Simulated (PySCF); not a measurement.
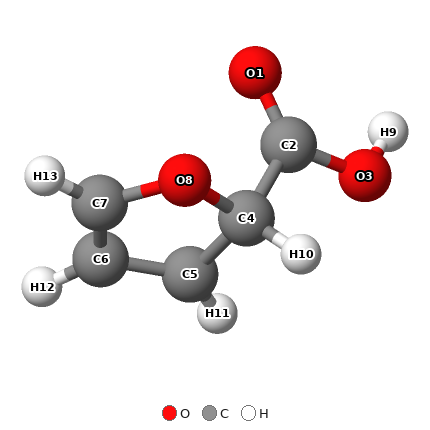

First-order isotropic EPR spectrum (fast tumbling, first derivative) of C₅H₅O₃, SMILES O=C(O)[C@@H]1[CH]C=CO1, doublet at 9.50 GHz, Lorentzian lines of 0.11 mT full width at half height, from computed g and hyperfine couplings (B3LYP/pcH-1, PySCF 2.14.0, at a GFN2-xTB geometry (no frequency check), gas phase); values of one conformer, averaged over methyl-type rotors alone; other conformers aren't averaged in; no vibrational averaging; dilute isotopes left out. The SMILES is one Lewis form and needn't show where the spin sits.

### Give g and the hyperfine couplings.

g_iso = 2.0033, which centres the spectrum at 338.8 mT; it spans 6.9 mT.

```csv
nuclei,isotope,a (mT),a (MHz)
H10,¹H,3.59,100.6
H11,¹H,−1.45,−40.8
H13,¹H,−1.41,−39.4
H12,¹H,0.28,7.8
H9,¹H,0.12,3.4
```

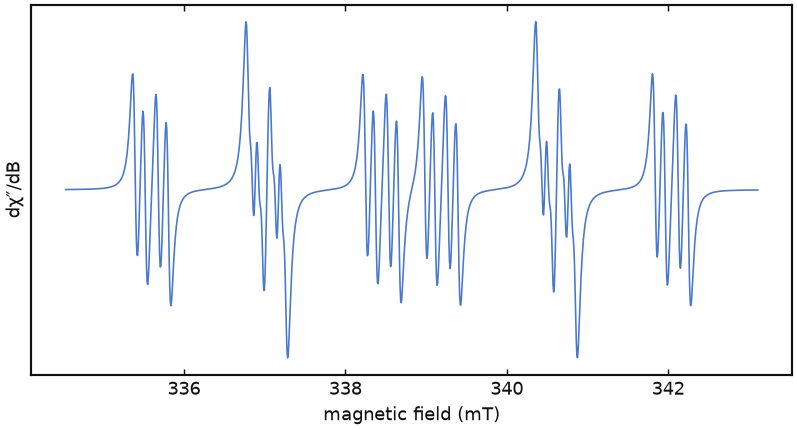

Caveats: the tight-binding geometry is rougher than a DFT one and adds to the error.
